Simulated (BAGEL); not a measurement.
# SiNH4Se− (SMILES N[SiH2][Se-]) at B3LYP/6-31G(d) (density fitting with qzvpp-jkfit, spherical functions)

What is the energy change on altering one bond length of SiNH4Se− at B3LYP/6-31G* (density fitting with qzvpp-jkfit, spherical functions)? 

Program for the calculation: BAGEL 1.2.2.

2 further runs of the same task are left out: 1 that didn't finish, 1 set aside as unsound or not needed. Runs told in other sessions of the task aren't counted.

### 1 Starting point

SiNH4Se− has 7 atoms, charge -1, and is taken as a singlet. SMILES: `N[SiH2][Se-]`. The shape comes from GFN2-xTB, which is rough for such elements, and wasn't checked as a minimum. This is one conformer, not always the lowest.

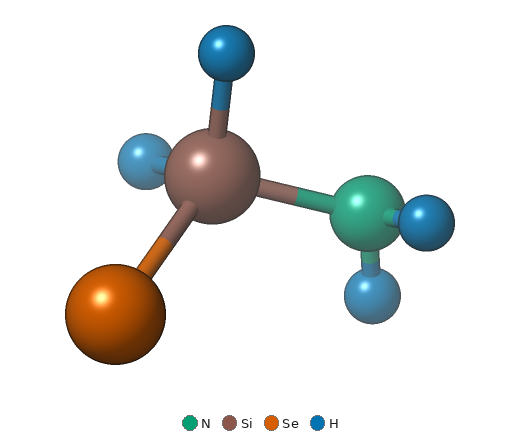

The structure, seen from a chosen angle (nitrogen teal, silicon brown, selenium orange, hydrogen blue).

### 2 The energy at B3LYP/6-31G(d) (density fitting with qzvpp-jkfit, spherical functions)

File calc.json:

```json
{ "bagel" : [

{
  "title" : "molecule",
  "basis" : "6-31gs.json",
  "df_basis" : "qzvpp-jkfit",
  "angstrom" : true,
  "geometry" : [
    { "atom" : "N", "xyz" : [   -0.999460,   -0.500240,   -0.239830 ] },
    { "atom" : "Si", "xyz" : [    0.556530,    0.051000,    0.338670 ] },
    { "atom" : "Se", "xyz" : [    1.408250,    1.813780,   -0.659410 ] },
    { "atom" : "H", "xyz" : [   -0.975520,   -0.759890,   -1.215950 ] },
    { "atom" : "H", "xyz" : [   -1.715490,    0.206430,   -0.145920 ] },
    { "atom" : "H", "xyz" : [    0.313090,    0.310790,    1.757030 ] },
    { "atom" : "H", "xyz" : [    1.412600,   -1.121870,    0.165420 ] }
  ]
},
{
  "title" : "ks",
  "xc_func" : "b3lyp",
  "charge" : -1
},
{
  "title" : "print",
  "file" : "orbitals.molden",
  "orbitals" : true
}

]}
```

The basis set 6-31G* is read from a file made from the Basis Set Exchange's data (not shown).

On the command line:

```sh
BAGEL_NUM_THREADS=1 BAGEL calc.json > calc.out
```

Log:

```text
* using 1 threads per process

  ===============================================================
  ===============================================================

  *** Geometry ***

  { "atom" : "N", "xyz" : [     -1.888706,     -0.945317,     -0.453213 ] },
  { "atom" : "Si", "xyz" : [      1.051689,      0.096376,      0.639994 ] },
  { "atom" : "Se", "xyz" : [      2.661207,      3.427547,     -1.246104 ] },
  { "atom" : "H", "xyz" : [     -1.843466,     -1.435984,     -2.297812 ] },
  { "atom" : "H", "xyz" : [     -3.241806,      0.390096,     -0.275749 ] },
  { "atom" : "H", "xyz" : [      0.591654,      0.587308,      3.320305 ] },
  { "atom" : "H", "xyz" : [      2.669427,     -2.120027,      0.312598 ] },

  Number of auxiliary basis functions:      543

  Since a DF basis is specified, we compute 2- and 3-index integrals:
    o Being stored without compression. Storage requirement is 0.023 GB

  Number of basis functions:       72
  Number of electrons      :       59

    * METHOD: MOLECULE                             0.32

  *** Kohn-Sham DFT ***

    * Removing 12109 points whose weight is below 1.00e-10
    * Grid points: 92233

  === Nuclear Repulsion ===
   231.6280829723

       - DIIS with orbital gradients will be used.

  === KS iteration (b3lyp / 6-31gs.json) ===
      0      -2629.58160265          0.11811564           0.35
      1      -2305.08602359          0.22624499           0.33
      2      -2469.99430466          0.20042002           0.33
      3      -2717.84969749          0.18833840           0.35
      4      -2744.86739568          0.10324187           0.33
      5      -2740.35561984          0.10434505           0.34
      6      -2747.57755293          0.03203449           0.34
      7      -2747.09946988          0.03663552           0.33
      8      -2747.90914377          0.01461918           0.33
      9      -2748.03390863          0.00343479           0.32
     10      -2748.03722569          0.00148086           0.32
     11      -2748.03870501          0.00009383           0.32
     12      -2748.03871131          0.00003132           0.33
     13      -2748.03871172          0.00001366           0.33
     14      -2748.03871179          0.00000389           0.33
     15      -2748.03871180          0.00000057           0.33
     16      -2748.03871180          0.00000024           0.33
     17      -2748.03871180          0.00000004           0.33
     18      -2748.03871180          0.00000003           0.32
     19      -2748.03871180          0.00000000           0.33
    * SCF iteration converged.

    * Permanent dipole moment:
           (    0.790219,     0.421968,     0.167380) a.u.

    * METHOD: KS                                   7.01

    * METHOD: PRINT                                0.01

  ===============================================================
```

Wall time 7.5 s (1 thread of Arm Neoverse V1, shared host); peak memory 0.37 GiB.

### 3 The distorted shape at the same level

File input.json:

```json
{ "bagel" : [

{
  "title" : "molecule",
  "basis" : "6-31gs.json",
  "df_basis" : "qzvpp-jkfit",
  "angstrom" : true,
  "geometry" : [
    { "atom" : "N", "xyz" : [      -1.427472,       0.086163,      -0.153210 ] },
    { "atom" : "Si", "xyz" : [       0.128518,       0.637403,       0.425290 ] },
    { "atom" : "Se", "xyz" : [       0.980238,       2.400183,      -0.572790 ] },
    { "atom" : "H", "xyz" : [      -1.403532,      -0.173487,      -1.129330 ] },
    { "atom" : "H", "xyz" : [      -2.143502,       0.792833,      -0.059300 ] },
    { "atom" : "H", "xyz" : [      -0.114922,       0.897193,       1.843650 ] },
    { "atom" : "H", "xyz" : [       1.412600,      -1.121870,       0.165420 ] }
  ]
},

{
  "title" : "ks",
  "xc_func" : "b3lyp",
  "charge" : -1
},

{
  "title" : "print",
  "file" : "orbitals.molden",
  "orbitals" : true
}

]}
```

The basis set 6-31G* is read from a file made from the Basis Set Exchange's data (not shown).

On the command line:

```sh
BAGEL_NUM_THREADS=1 BAGEL input.json > input.out
```

Log:

```text
* using 1 threads per process

  ===============================================================
  ===============================================================

  *** Geometry ***

  { "atom" : "N", "xyz" : [     -2.697531,      0.162824,     -0.289525 ] },
  { "atom" : "Si", "xyz" : [      0.242864,      1.204517,      0.803682 ] },
  { "atom" : "Se", "xyz" : [      1.852381,      4.535689,     -1.082416 ] },
  { "atom" : "H", "xyz" : [     -2.652291,     -0.327843,     -2.134124 ] },
  { "atom" : "H", "xyz" : [     -4.050632,      1.498237,     -0.112061 ] },
  { "atom" : "H", "xyz" : [     -0.217171,      1.695449,      3.483994 ] },
  { "atom" : "H", "xyz" : [      2.669427,     -2.120027,      0.312598 ] },

  Number of auxiliary basis functions:      543

  Since a DF basis is specified, we compute 2- and 3-index integrals:
    o Being stored without compression. Storage requirement is 0.023 GB

  Number of basis functions:       72
  Number of electrons      :       59

    * METHOD: MOLECULE                             0.32

  *** Kohn-Sham DFT ***

    * Removing 11576 points whose weight is below 1.00e-10
    * Grid points: 92766

  === Nuclear Repulsion ===
   228.6324288511

       - DIIS with orbital gradients will be used.

  === KS iteration (b3lyp / 6-31gs.json) ===
      0      -2629.91778345          0.11764301           0.34
      1      -2305.88986992          0.22809041           0.32
      2      -2471.44793886          0.18053132           0.32
      3      -2711.10662579          0.19715260           0.32
      4      -2743.70372495          0.09813682           0.34
      5      -2744.51979515          0.07478369           0.34
      6      -2747.69778760          0.02589111           0.34
      7      -2746.88272759          0.03522113           0.34
      8      -2747.92115708          0.01031084           0.33
      9      -2747.96966895          0.00501420           0.33
     10      -2747.98571701          0.00072888           0.34
     11      -2747.98596048          0.00019214           0.34
     12      -2747.98597834          0.00009502           0.34
     13      -2747.98598399          0.00000702           0.34
     14      -2747.98598401          0.00000502           0.34
     15      -2747.98598402          0.00000300           0.34
     16      -2747.98598403          0.00000029           0.34
     17      -2747.98598403          0.00000025           0.34
     18      -2747.98598403          0.00000003           0.34
     19      -2747.98598403          0.00000001           0.34
     20      -2747.98598403          0.00000000           0.34
    * SCF iteration converged.

    * Permanent dipole moment:
           (    1.208210,    -0.467985,     0.213744) a.u.

    * METHOD: KS                                   7.49

    * METHOD: PRINT                                0.01

  ===============================================================
```

Run time: 8.1 s. Hardware: 1 thread of Arm Neoverse V1, shared host; peak memory 0.38 GiB.

### 4 What came out

Level: B3LYP/6-31G* (density fitting with qzvpp-jkfit, spherical functions).

| quantity | value |
| --- | --- |
| first shape: total energy | -2748.03871 Eh |
| first shape: HOMO energy | 0.02 eV |
| first shape: LUMO energy | 5.70 eV |
| first shape: HOMO–LUMO gap (to an unbound level, set by the basis) | 5.68 eV |
| distorted shape: total energy | -2747.98598 Eh |
| distorted shape: HOMO energy | -0.42 eV |
| distorted shape: LUMO energy | 4.30 eV |
| distorted shape: HOMO–LUMO gap (to an unbound level, set by the basis) | 4.72 eV |
| energy change with the Si2–H7 bond stretched from 1.462 to 2.193 Å | 1.435 eV |

**Reading.** With the Si2–H7 bond stretched from 1.462 to 2.193 Å the energy rises by 1.43 eV (138 kJ/mol). The first shape isn't relaxed at this level, so the change isn't measured from a minimum. The HOMO (first shape) lies at positive energy, 0.02 eV, from the functional's self-interaction, a short basis or an electron that isn't bound; only total energies against the neutral tell.
